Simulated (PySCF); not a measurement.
C3H5FO, SMILES `O[CH]1C[CH]1F`.

PySCF calculation, HF/def2-SVPD, gas phase; geometry: GFN2-xTB. No frequency check shows the geometry to be a minimum.

Cartesian coordinates (Å):

```
O1      -1.4974    0.7246    0.1032
C2      -0.7369   -0.3091   -0.4083
C3       0.0846   -1.2007    0.4903
C4       0.7602   -0.2290   -0.4333
F5       1.3223    0.8760    0.1478
H6      -0.9416    1.2676    0.6770
H7      -1.2399   -0.7525   -1.2577
H8       0.1564   -2.2532    0.2718
H9       0.1069   -0.9595    1.5426
H10      1.3493   -0.5500   -1.2814
```

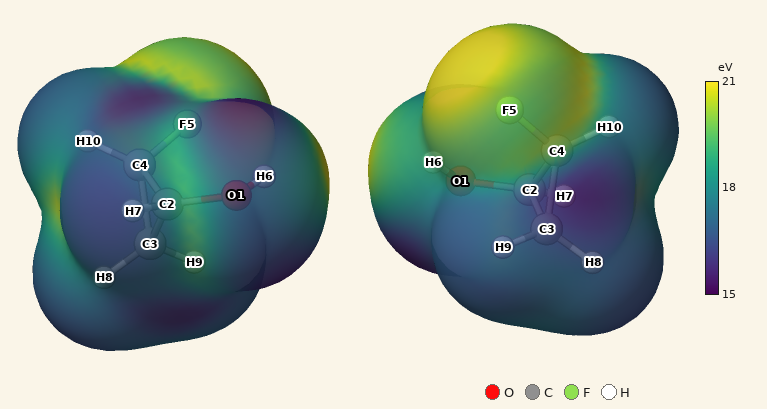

Average local ionisation energy on the surface of electron density 0.001 a.u. (back view left, front view right).

Where are the most loosely bound electrons on this surface?

The lowest value is 15.3 eV, off the C2–C3 bond (2.0 to 2.2 Å from its atoms). Further minima include 15.4 eV, off the O1–H6 bond (1.8 to 1.9 Å from its atoms); 16.4 eV, 1.4 Å from H8. For comparison, the highest occupied orbital lies at −11.1 eV.

The PySCF run took 2.2 s on 1 thread of Intel(R) Xeon(R) Platinum 8259CL CPU @ 2.50GHz (Skylake/Cascade Lake), with other jobs on the host, peak memory 0.39 GiB.
